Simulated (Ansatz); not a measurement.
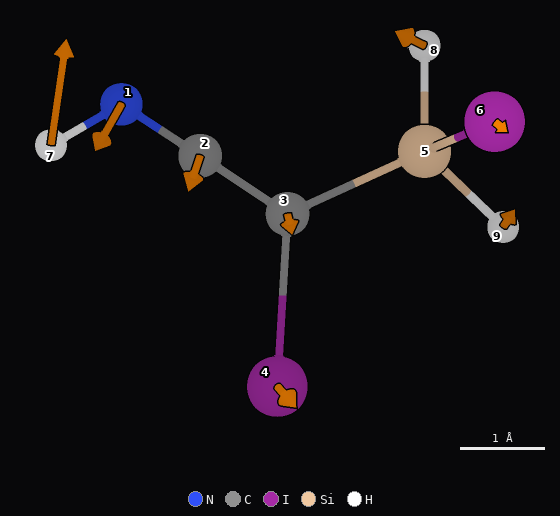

A relaxation of C₂H₃I₂NSi. The starting structure is drawn; orange arrows show the displacements, 2 times their true length. The two geometries are superimposed by the best rigid fit.

A ball-and-stick model, seen at a tilt.

The run prepares an end point of a later path (hydrogen shift) calculation, from a guessed geometry.

Level of theory: Ansatz, RKS PBE/def2-SVP. Settings: no spin polarisation; force threshold 0.02 eV/Å; at most 50 steps.

### What happened in the run?

The atom that moves furthest after the best rigid fit is H7 (0.68 Å). Largest moves by element: H 0.68 Å, N 0.43 Å, C 0.27 Å, I 0.24 Å, Si 0.04 Å. Some distances before and after: N1–C2 1.150 → 1.230 Å, C2–C3 1.275 → 1.328 Å, Si5–H8 1.448 → 1.501 Å, C3–Si5 1.817 → 1.863 Å. Bond angles that change, for instance: C2–N1–H7 112.1° → 118.6°, N1–C2–C3 177.6° → 172.7°, C3–Si5–H8 113.1° → 108.5°. Over 15 geometry steps the energy falls by 31.5 kcal/mol. The largest force component goes from 6.2 to 0.016 eV/Å.
